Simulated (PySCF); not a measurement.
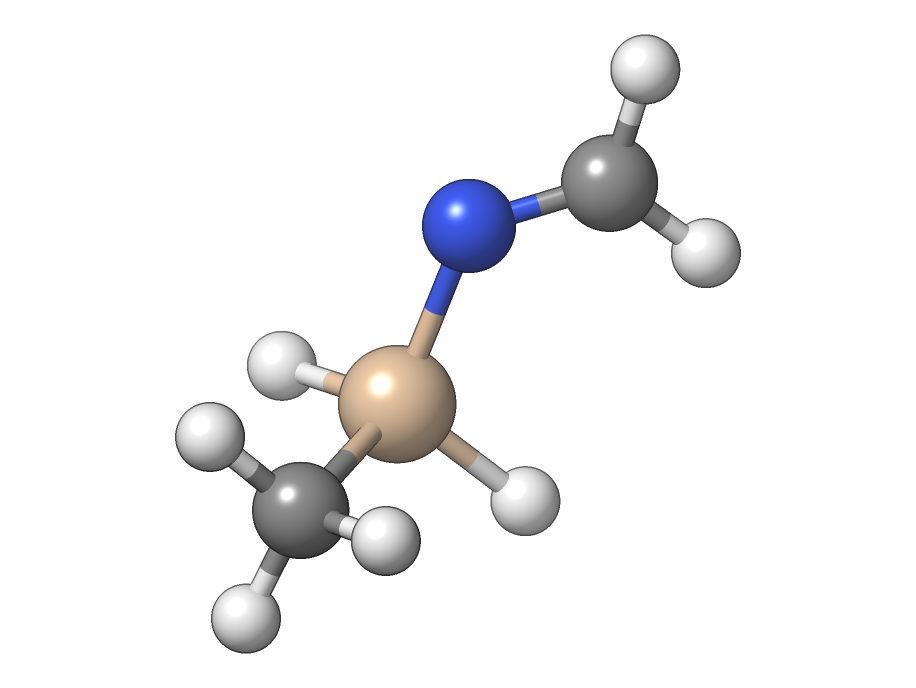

Colours: carbon grey, nitrogen blue, silicon light orange, hydrogen white.

The computed structure is the end point of a PBE0-D3(BJ)/def2-SVP optimisation. No frequency run is at hand to confirm it as a minimum.

**Which formula does it have?**

C2H7NSi, 11 atoms: 2 carbon, 7 hydrogen, 1 nitrogen and 1 silicon.

**Name some functional groups or characteristic bonds that it holds.**

Among them: imine, Si–H bond, Si–N bond.

The parts below concern this one geometry. Atoms keep their numbers from picture to picture.

Shape

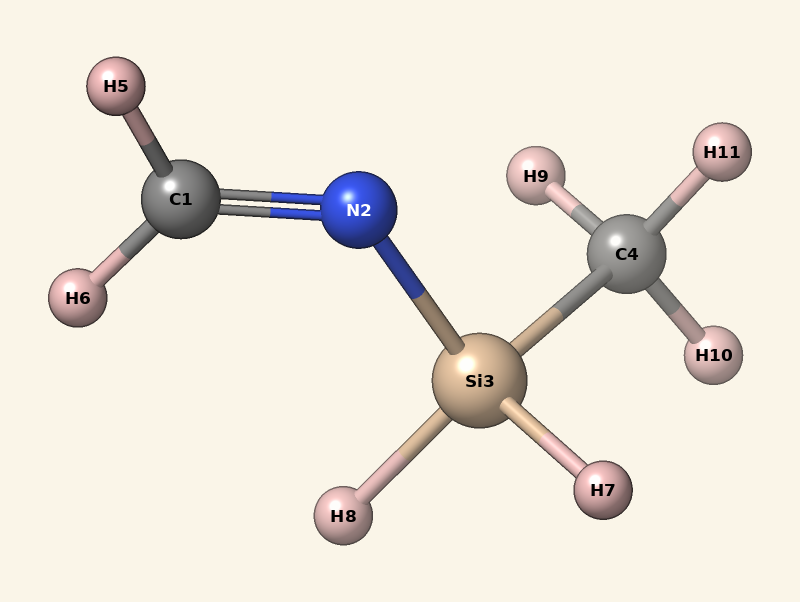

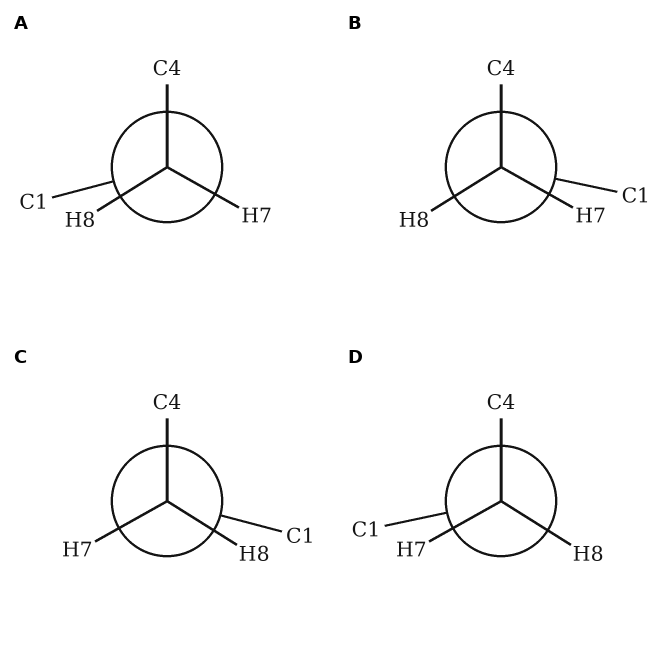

Atoms fade into the background with distance from the viewer. Bonds that would overlap in a projection are set slightly apart. No frequency run is at hand to confirm it as a minimum.

**Which Newman projection shows the view along Si3–N2, with Si3 in front?**

C. The torsion angle C4–Si3–N2–C1 is 122°, anticlinal.

Quadrupole coupling

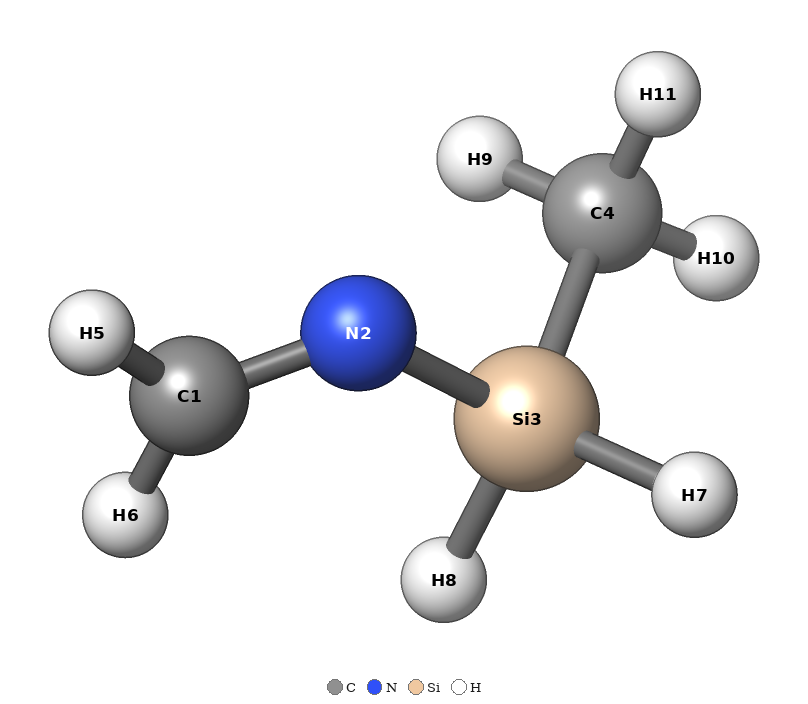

No frequency run is at hand to confirm it as a minimum. Electric field gradients from the ground-state density, B3LYP/6-31G* (PySCF 2.14.0), non-relativistic apart from any core potentials.

Give the largest field-gradient component, the quadrupole coupling constant and the asymmetry for 14N at N2 (Q = 20.44 mb), 2H at H5 (Q = 2.86 mb), 2H at H6 (Q = 2.86 mb).

```tsv
atom	V_zz (a.u.)	e²qQ/h (MHz)	η
N2	−0.944	−4.53	0.74
H5	0.262	0.176	0.01
H6	0.250	0.168	0.03
```

NMR shielding

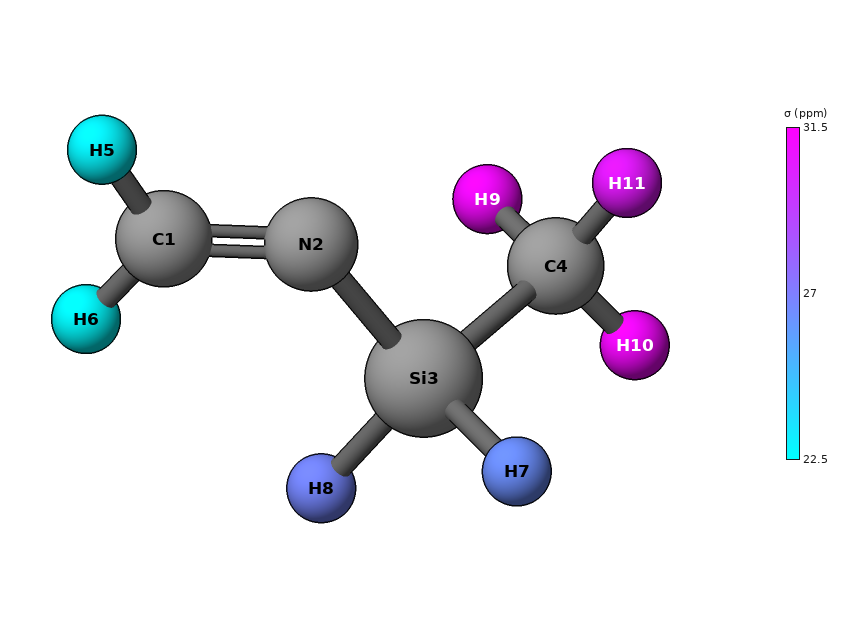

Atoms are coloured by their isotropic NMR shieldings (H only, the others grey). No frequency run is at hand to confirm it as a minimum. Properties computed with GIAO CAM-B3LYP/pcSseg-2 NMR shielding, non-relativistic, gas phase (PySCF 2.14.0).

List the isotropic NMR shieldings of the H atoms.

```json
{"atom": "H5", "σ (ppm)": "22.79"}
{"atom": "H6", "σ (ppm)": "22.64"}
{"atom": "H7", "σ (ppm)": "26.38"}
{"atom": "H8", "σ (ppm)": "26.70"}
{"atom": "H9", "σ (ppm)": "31.13"}
{"atom": "H10", "σ (ppm)": "31.18"}
{"atom": "H11", "σ (ppm)": "30.56"}
```

Spin–spin coupling

No frequency run is at hand to confirm it as a minimum. Level of theory: B3LYP/6-31G* indirect spin-spin coupling, non-relativistic, gas phase (PySCF 2.14.0). Isotopes: 13C, 1H, 15N, 29Si.

Give the spin–spin coupling constants of these pairs, with the number of bonds between them: N2/Si3, Si3/H7, Si3/H8, N2/H8, Si3/H10, N2/H10.

```
    pair  bonds apart  J (Hz)
 N2, Si3            1     1.5
 Si3, H7            1  −187.7
 Si3, H8            1  −164.0
  N2, H8            2    −0.6
Si3, H10            2     3.2
 N2, H10            3    −3.2
```

Electronic properties

No frequency run is at hand to confirm it as a minimum. Level of theory: ωB97X-D/pcSseg-2, gas phase (PySCF 2.14.0).

Predict the main results.

- dipole moment: 1.24 D
- HOMO energy (Kohn–Sham orbital): −8.96 eV
- LUMO energy (Kohn–Sham orbital): 0.95 eV
- HOMO–LUMO gap: 9.92 eV
